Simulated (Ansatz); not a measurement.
**H₂ with SiH₄: superposition error and deformation**

How much of this pair's binding is borrowed basis, and how much do the fragments pay to take the shapes they have in the pair?

Computed with Ansatz 0.2.0, Gaussian basis. Level: PBE0-D4 structures, single points in def2-TZVPPD.

Levels: PBE-D4, revPBE-D4, BLYP-D4, r2SCAN-D4, B97M-V, PBE0-D4, B3LYP-D4, HSE06-D4, wB97X-V, wB97M-V, B2PLYP, Hartree-Fock, MP2, CCSD, CCSD(T).

Cores are frozen in the correlated methods. B3LYP uses VWN-RPA correlation. B2PLYP carries no dispersion term here.

## Step 1: The starting structure

The relaxed pair: 7 atoms, charge 0, spin multiplicity 1.

Atoms are counted from 1 here; the program's logs count them from 0.

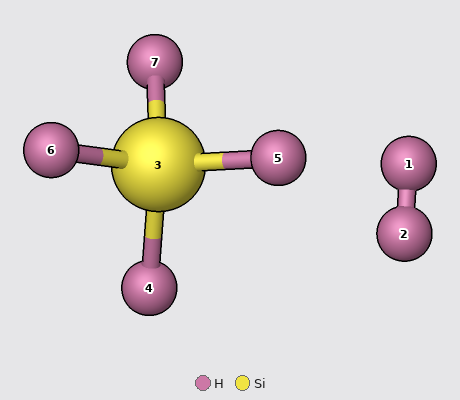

As it starts; hydrogen pink, silicon yellow; atoms are numbered from 1 in the order of the file.

As a file:

```xyz
7
charge 0, multiplicity 1
H     0.4083    0.2135   -2.4750
H     0.0462   -0.4391   -2.4796
Si   -0.0907    0.0451    0.9904
H    -1.1904   -0.7719    0.4183
H     1.2143   -0.5837    0.6660
H    -0.2489    0.1235    2.4648
H    -0.1387    1.4127    0.4150
```

Atoms 1 to 2 are fragment A (H₂), the rest fragment B (SiH₄). From earlier runs, pair energy (eV) and counterpoise interaction (kJ/mol):

```tsv
method	E(pair)	interaction
PBE-D4	-7969.95745	-2.35
revPBE-D4	-7973.17684	-1.77
BLYP-D4	-7974.26612	-0.81
r2SCAN-D4	-7973.65101	-0.78
B97M-V	-7972.50971	-1.48
PBE0-D4	-7970.95836	-2.04
B3LYP-D4	-7975.66859	-1.26
HSE06-D4	-7970.73926	-2.06
wB97X-V	-7973.31038	-1.65
wB97M-V	-7973.16348	-1.41
B2PLYP	-7971.03269	0.12
MP2	-7961.17429	-0.97
CCSD(T)	-7962.30373	-1.11
```

First each fragment is run alone in its own basis, frozen in the shape it has in the pair (a, b).

## Step 2: CCSD(T)/def2-TZVPPD

a/in.yaml reads:

```yaml
crystal:
  periodic: [false, false, false]
  atoms:
    - {symbol: H, position_ang: [0.408311, 0.213520, -2.475024]}
    - {symbol: H, position_ang: [0.046214, -0.439117, -2.479627]}
basis:
  gaussian: {orbitals: "def2-TZVPPD.json"}
correlation: {method: ccsd_t}
```

b/in.yaml reads:

```yaml
crystal:
  periodic: [false, false, false]
  atoms:
    - {symbol: Si, position_ang: [-0.090726, 0.045078, 0.990444]}
    - {symbol: H, position_ang: [-1.190404, -0.771904, 0.418300]}
    - {symbol: H, position_ang: [1.214340, -0.583691, 0.666024]}
    - {symbol: H, position_ang: [-0.248922, 0.123493, 2.464805]}
    - {symbol: H, position_ang: [-0.138712, 1.412720, 0.414979]}
basis:
  gaussian: {orbitals: "def2-TZVPPD.json"}
correlation: {method: ccsd_t}
```

The basis file named in the input lies beside it (Basis Set Exchange, JSON).

No record of the launch command was kept for these runs.

Log of a:

```text
Functional definition: HF
  name "HF"
  cite "Fock, Z. Phys. 61, 126 (1930) doi:10.1007/BF01340294"
  parent pbe
  exchange = exact_x
  correlation = 0
170 factors; integrals over basis functions are off by at most 1.0e-3 eV
mean field evaluation 1: about -30.7499 eV, gradient 3.6e0 eV
mean field evaluation 2: about -30.7495 eV, gradient 3.6e0 eV
mean field evaluation 4: about -30.8292 eV, gradient 6.0e-2 eV
mean field evaluation 8: about -30.8292 eV, gradient 2.3e-7 eV
mean field -30.82923169 eV, -1.1329533676 hartree, gradient 2.3e-7 eV, S^2 0.000000; 0 other end points of the search recorded, 0 dependent functions left out
reference -30.82923169 eV, -1.1329533676 hartree; 1, 1 occupied and 33, 33 virtual orbitals, 170 factors
second order -0.86439423 eV of doubles, -0.00000000 eV of singles
cycle   1  -1.00905720 eV  change   -1.4e-1 eV  update   2.6e-2
cycle   2  -1.07402235 eV  change   -6.5e-2 eV  update   9.1e-3
cycle   3  -1.07512766 eV  change   -1.1e-3 eV  update   1.2e-3
cycle   4  -1.07511047 eV  change    1.7e-5 eV  update   1.4e-4
cycle   5  -1.07506621 eV  change    4.4e-5 eV  update   2.0e-5
cycle   6  -1.07506874 eV  change   -2.5e-6 eV  update   3.7e-6
cycle   7  -1.07506993 eV  change   -1.2e-6 eV  update   5.8e-7
perturbative correction -0.00000000 eV, -0.0000000000 hartree
Total energy: -31.90430162 eV, -1.1724614589 hartree
```

Log of b, shortened:

```text
[... 4 set-up lines as earlier in the session ...]
[...]
630 factors; integrals over basis functions are off by at most 7.6e-4 eV
[...]
mean field -7925.54772097 eV, -291.2585066165 hartree, gradient 5.7e-7 eV, S^2 0.000000; 0 other end points of the search recorded, 0 dependent functions left out
5 core orbitals not correlated: weight in the atoms' cores, before any rotation towards them, 1.000 or more for the frozen orbitals, at most 0.000 for the correlated occupied ones
reference -7925.54772097 eV, -291.2585066165 hartree; 4, 4 occupied and 107, 107 virtual orbitals, 630 factors
second order -3.92029244 eV of doubles, -0.00000000 eV of singles
cycle   1  -4.50943343 eV  change   -5.9e-1 eV  update   5.5e-2
[...]
cycle   8  -4.73147570 eV  change   -3.5e-6 eV  update   5.2e-6
perturbative correction -0.10620277 eV, -0.0039028797 hartree
Total energy: -7930.38539944 eV, -291.4362880210 hartree
```

They took 0.1 s (a), 1.5 s (b) on 2 threads, shared host; peak memory 0.49 GiB.

## Step 3: Relaxing H₂ alone

relax-a/in.yaml reads:

```yaml
crystal:
  periodic: [false, false, false]
  atoms:
    - {symbol: H, position_ang: [0.408311, 0.213520, -2.475024]}
    - {symbol: H, position_ang: [0.046214, -0.439117, -2.479627]}
basis:
  gaussian: {orbitals: def2-TZVP}
hamiltonian: {xc: pbe0, dispersion: d4}
relax: {f_tol: 0.005, max_steps: 200}
```

Log, shortened:

```text
Functional definition: PBE0
  name "PBE0"
  cite "Adamo & Barone, J. Chem. Phys. 110, 6158 (1999) doi:10.1063/1.478522"
  cite "Perdew, Burke & Ernzerhof, Phys. Rev. Lett. 77, 3865 (1996) doi:10.1103/PhysRevLett.77.3865"
[... 1 set-up line as earlier in the session ...]
[...]
88 factors; their error is unknown
[...]
mean field -31.78865150 eV, -1.1682113956 hartree, gradient 1.7e-5 eV, S^2 0.000000; 0 other end points of the search recorded, 0 dependent functions left out
[...]
reference -31.78866737 eV, -1.1682119786 hartree; 1, 1 occupied and 11, 11 virtual orbitals, 88 factors
relax step   1: F+E_penalty+E_count = -31.79025813 eV  Δ(F+E_penalty+E_count) = +0.000e0 eV  max|allowed force component| = 8.041e-3 eV/Å  Δτ_max = 0.0000 Å  (15 SCF iters, accepted)
[...]
relax step   2: F+E_penalty+E_count = -31.79025930 eV  Δ(F+E_penalty+E_count) = -1.171e-6 eV  max|allowed force component| = 2.089e-4 eV/Å  Δτ_max = 0.0001 Å  (11 SCF iters, accepted)
88 factors; their error is unknown
[...]
mean field -31.78865276 eV, -1.1682114417 hartree, gradient 1.1e-5 eV, S^2 0.000000; 1 other end points of the search recorded, 0 dependent functions left out
[...]
reference -31.78866862 eV, -1.1682120246 hartree; 1, 1 occupied and 11, 11 virtual orbitals, 88 factors
Total energy: -31.79027516 eV, -1.1682710639 hartree
Atom 0 at     0.408251     0.213411    -2.475025 Å, force    -0.000116    -0.000209    -0.000001 eV/Å
Atom 1 at     0.046274    -0.439008    -2.479626 Å, force     0.000116     0.000209     0.000001 eV/Å
Dipole moment:    -0.000000    -0.000000    -0.000000 e Å
```

Wall time 0.15 s (2 threads, shared host).

The steps of the relaxation:

```tsv
step	energy from step 1 (eV)	largest force component (eV/Å)
1	0.0000	0.0080
2	0.0000	0.0002
```

The bond:

```tsv
bond	before (Å)	after (Å)	change (Å)
H1–H2	0.746	0.746	-0.000
```

## Step 4: Relaxing SiH₄ alone

relax-b/in.yaml reads:

```yaml
crystal:
  periodic: [false, false, false]
  atoms:
    - {symbol: Si, position_ang: [-0.090726, 0.045078, 0.990444]}
    - {symbol: H, position_ang: [-1.190404, -0.771904, 0.418300]}
    - {symbol: H, position_ang: [1.214340, -0.583691, 0.666024]}
    - {symbol: H, position_ang: [-0.248922, 0.123493, 2.464805]}
    - {symbol: H, position_ang: [-0.138712, 1.412720, 0.414979]}
basis:
  gaussian: {orbitals: def2-TZVP}
hamiltonian: {xc: pbe0, dispersion: d4}
relax: {f_tol: 0.005, max_steps: 200}
```

Log, shortened:

```text
[... 5 set-up lines as earlier in the session ...]
[...]
444 factors; their error is unknown
[...]
mean field -7939.08539745 eV, -291.7560070508 hartree, gradient 3.2e-5 eV, S^2 0.000000; 0 other end points of the search recorded, 0 dependent functions left out
[...]
reference -7939.08542375 eV, -291.7560080173 hartree; 9, 9 occupied and 52, 52 virtual orbitals, 444 factors
relax step   1: F+E_penalty+E_count = -7939.11997873 eV  Δ(F+E_penalty+E_count) = +0.000e0 eV  max|allowed force component| = 1.038e-2 eV/Å  Δτ_max = 0.0000 Å  (18 SCF iters, accepted)
[...]
relax step   2: F+E_penalty+E_count = -7939.11998181 eV  Δ(F+E_penalty+E_count) = -3.082e-6 eV  max|allowed force component| = 1.285e-3 eV/Å  Δτ_max = 0.0005 Å  (14 SCF iters, accepted)
444 factors; their error is unknown
[...]
mean field -7939.08540043 eV, -291.7560071603 hartree, gradient 3.2e-5 eV, S^2 0.000000; 1 other end points of the search recorded, 0 dependent functions left out
[...]
reference -7939.08542673 eV, -291.7560081268 hartree; 9, 9 occupied and 52, 52 virtual orbitals, 444 factors
Total energy: -7939.12000811 eV, -291.7572789694 hartree
Atom 0 at    -0.090900     0.045153     0.990960 Å, force    -0.000418    -0.000109     0.001080 eV/Å
Atom 1 at    -1.190193    -0.771914     0.417983 Å, force    -0.000679    -0.000326     0.000120 eV/Å
Atom 2 at     1.214141    -0.583595     0.665719 Å, force     0.001219    -0.000581     0.000079 eV/Å
Atom 3 at    -0.248900     0.123468     2.465254 Å, force     0.000054    -0.000014    -0.001285 eV/Å
Atom 4 at    -0.138572     1.412584     0.414636 Å, force    -0.000176     0.001030     0.000007 eV/Å
Dipole moment:    -0.000014     0.000014     0.000045 e Å
```

It took 0.75 s on 2 threads, shared host; peak memory 0.11 GiB.

Relaxation path:

```tsv
step	energy from step 1 (eV)	largest force component (eV/Å)
1	0.0000	0.0104
2	0.0000	0.0013
```

Bonds that changed most:

```tsv
bond	before (Å)	after (Å)	change (Å)
Si1–H3	1.485	1.485	+0.000
Si1–H5	1.485	1.485	+0.000
Si1–H4	1.485	1.485	-0.000
Si1–H2	1.485	1.485	+0.000
```

## Step 5: CCSD(T)/def2-TZVPPD

free-a/in.yaml reads:

```yaml
crystal:
  periodic: [false, false, false]
  atoms:
    - {symbol: H, position_ang: [0.408251, 0.213411, -2.475025]}
    - {symbol: H, position_ang: [0.046274, -0.439008, -2.479626]}
basis:
  gaussian: {orbitals: "def2-TZVPPD.json"}
correlation: {method: ccsd_t}
```

free-b/in.yaml reads:

```yaml
crystal:
  periodic: [false, false, false]
  atoms:
    - {symbol: Si, position_ang: [-0.090900, 0.045153, 0.990960]}
    - {symbol: H, position_ang: [-1.190193, -0.771914, 0.417983]}
    - {symbol: H, position_ang: [1.214141, -0.583595, 0.665719]}
    - {symbol: H, position_ang: [-0.248900, 0.123468, 2.465254]}
    - {symbol: H, position_ang: [-0.138572, 1.412584, 0.414636]}
basis:
  gaussian: {orbitals: "def2-TZVPPD.json"}
correlation: {method: ccsd_t}
```

free-a printed, shortened:

```text
[... 4 set-up lines as earlier in the session ...]
[...]
170 factors; integrals over basis functions are off by at most 1.0e-3 eV
[...]
mean field -30.82934179 eV, -1.1329574139 hartree, gradient 2.3e-7 eV, S^2 0.000000; 0 other end points of the search recorded, 0 dependent functions left out
reference -30.82934179 eV, -1.1329574139 hartree; 1, 1 occupied and 33, 33 virtual orbitals, 170 factors
second order -0.86436681 eV of doubles, -0.00000000 eV of singles
cycle   1  -1.00900891 eV  change   -1.4e-1 eV  update   2.6e-2
[...]
cycle   7  -1.07498972 eV  change   -1.2e-6 eV  update   5.8e-7
perturbative correction -0.00000000 eV, -0.0000000000 hartree
Total energy: -31.90433151 eV, -1.1724625575 hartree
```

Log of free-b, shortened:

```text
[... 4 set-up lines as earlier in the session ...]
[...]
630 factors; integrals over basis functions are off by at most 7.6e-4 eV
[...]
mean field -7925.54767357 eV, -291.2585048746 hartree, gradient 5.7e-7 eV, S^2 0.000000; 0 other end points of the search recorded, 0 dependent functions left out
5 core orbitals not correlated: weight in the atoms' cores, before any rotation towards them, 1.000 or more for the frozen orbitals, at most 0.000 for the correlated occupied ones
reference -7925.54767357 eV, -291.2585048746 hartree; 4, 4 occupied and 107, 107 virtual orbitals, 630 factors
second order -3.92028996 eV of doubles, -0.00000000 eV of singles
cycle   1  -4.50943824 eV  change   -5.9e-1 eV  update   5.5e-2
[...]
cycle   8  -4.73149473 eV  change   -3.5e-6 eV  update   5.2e-6
perturbative correction -0.10620796 eV, -0.0039030706 hartree
Total energy: -7930.38537626 eV, -291.4362871693 hartree
```

They took 0.1 s (free-a), 2.3 s (free-b) on 2 threads, shared host; peak memory 0.49 GiB.

## Step 6: The split

```tsv
method	interaction with counterpoise (kJ/mol)	without	superposition error	deformation	binding energy
PBE-D4	-2.35	-2.40	0.04	0.00	-2.35
revPBE-D4	-1.77	-1.82	0.05	0.00	-1.76
BLYP-D4	-0.81	-0.86	0.05	0.00	-0.81
r2SCAN-D4	-0.78	-0.83	0.05	0.00	-0.77
B97M-V	-1.48	-1.55	0.06	0.01	-1.48
PBE0-D4	-2.04	-2.08	0.04	0.00	-2.04
B3LYP-D4	-1.26	-1.31	0.05	0.00	-1.26
HSE06-D4	-2.06	-2.10	0.04	0.00	-2.06
wB97X-V	-1.65	-1.69	0.04	0.00	-1.65
wB97M-V	-1.41	-1.47	0.06	0.00	-1.41
B2PLYP	0.12	0.01	0.11	0.00	0.12
Hartree-Fock	0.94	0.87	0.07	0.01	0.95
MP2	-0.97	-1.22	0.25	0.00	-0.97
CCSD	-0.89	-1.12	0.24	0.00	-0.88
CCSD(T)	-1.11	-1.35	0.25	0.00	-1.11
```

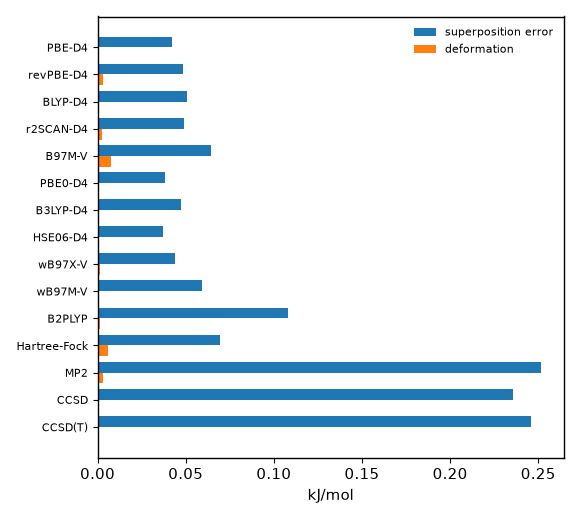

Superposition error and deformation energy by method.

## Step 7: Summary of results

| quantity | value |
| --- | --- |
| interaction, CCSD(T) | -1.11 kJ/mol |
| superposition error | 0.25 kJ/mol |
| deformation | 0.00 kJ/mol |
| binding energy | -1.11 kJ/mol |

What this shows: In this basis the superposition error is 0.25 kJ/mol for CCSD(T) and 0.05 kJ/mol on average for the plain functionals: correlated methods borrow far more, since they need many more functions to converge. Deformation takes back 0 % of the interaction.
